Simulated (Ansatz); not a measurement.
# CH6HfO3S: small, medium and large basis sets

How large a basis does CH6HfO3S need? Two functionals are run in growing sets.

Computed with Ansatz 0.2.0, Gaussian basis. Level: one geometry, several basis sets.

The runs, in order: PBE0-D4/def2-SVP; ωB97M-V/def2-SVP; PBE0-D4/def2-QZVPP; ωB97M-V/def2-QZVPP; the functionals' def2-TZVPP values are taken from earlier runs.

## 1. The relaxed structure

The geometry comes from an earlier relaxation with PBE0-D4 in a triple-zeta def2 set; it is a stationary point, not always the lowest conformer. Hf takes the def2 core potential; no spin-orbit term is included.

SMILES `C[S][Hf]([OH])([OH])[OH]`, 12 atoms, charge 0, spin multiplicity 1.

Atoms are counted from 1 here; the program's logs count them from 0.

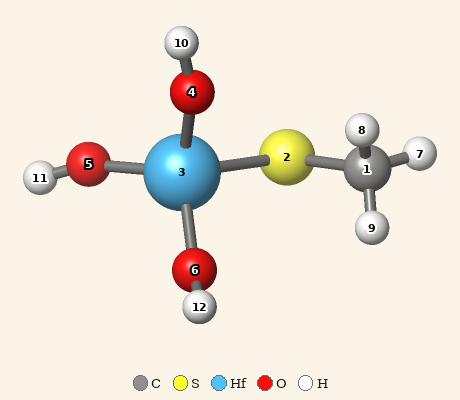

The structure; carbon grey, sulfur yellow, hafnium blue, oxygen red, hydrogen white; atoms are numbered from 1 in the order of the file.

## 2. PBE0-D4 in def2-SVP

Contents of in.yaml:

```yaml
crystal:
  periodic: [false, false, false]
  atoms:
    - {symbol: C, position_ang: [-2.013815, 0.129772, 1.020139]}
    - {symbol: S, position_ang: [-1.369864, -1.241418, -0.000317]}
    - {symbol: Hf, position_ang: [0.818788, -0.263223, -0.547246]}
    - {symbol: O, position_ang: [1.758772, 0.037688, 1.109987]}
    - {symbol: O, position_ang: [1.698895, -1.544836, -1.672695]}
    - {symbol: O, position_ang: [0.518476, 1.434336, -1.404200]}
    - {symbol: H, position_ang: [-2.932999, -0.216753, 1.492310]}
    - {symbol: H, position_ang: [-1.311581, 0.411225, 1.806161]}
    - {symbol: H, position_ang: [-2.243445, 0.999730, 0.404960]}
    - {symbol: H, position_ang: [2.365818, -0.194562, 1.805268]}
    - {symbol: H, position_ang: [2.128315, -1.918980, -2.435070]}
    - {symbol: H, position_ang: [0.582650, 2.367031, -1.579286]}
basis:
  gaussian: {orbitals: def2-SVP}
hamiltonian: {xc: pbe0, dispersion: d4}
output: {orbitals: {seedname: orbitals}}
```

The run is started by

```
ansatz run in.yaml --threads 4 --pin off --events-out ev --progress --plain --max-ram 11315MiB
```

The runs that follow: ωB97M-V in def2-SVP; PBE0-D4 in def2-QZVPP; ωB97M-V in def2-QZVPP.

Before running them: what should the planned runs give, taken together? Wanted: PBE0-D4: double and triple zeta above quadruple; ωB97M-V: double and triple zeta above quadruple.

**Answer**, as computed:

| quantity | value |
| --- | --- |
| PBE0-D4: double and triple zeta above quadruple | 13.82, 0.76 eV |
| ωB97M-V: double and triple zeta above quadruple | 14.03, 0.73 eV |

**Reading.** PBE0-D4 gains 13.05 eV from double to triple zeta, then 0.76 eV more. These are total energies; as a rule much of such shifts cancels in differences, which this series doesn't test. The LUMO of ωB97M-V is positive and keeps falling with the basis (1.29 to 0.51 eV): an unbound level that the basis holds in place.
